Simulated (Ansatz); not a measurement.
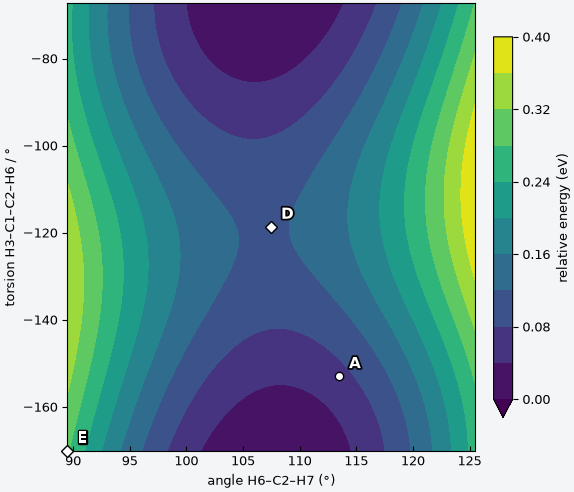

C2H6, SMILES CC. 
- Two internal coordinates are moved rigidly from the geometry relaxed at PBE0-D4/def2-TZVP, all others fixed.
- The first coordinate is: angle H6–C2–H7; the second: torsion H3–C1–C2–H6.
- Grid: 7 × 7 points.
- All energies are given in eV relative to the lowest grid point.
- The calculation used Ansatz 0.2.0, RKS PBE-D4/def2-TZVPP.

The picture shows filled contours, lettered points. Between grid points the surface is interpolated.

**Is A the lowest point of the computed grid?**

No. A lies 0.067 eV above the lowest grid point, which is at angle H6–C2–H7 = 107.5°, torsion H3–C1–C2–H6 = −67.3°.

**What kind of point is each of A, D: minimum, saddle, maximum or slope?**

A: on a slope; D: saddle point. (In these two coordinates alone; a stationary point may lie a little off the grid point.)

**Rank the lettered points by energy, lowest first.**

A (0.067 eV), D (0.116 eV), E (0.284 eV).
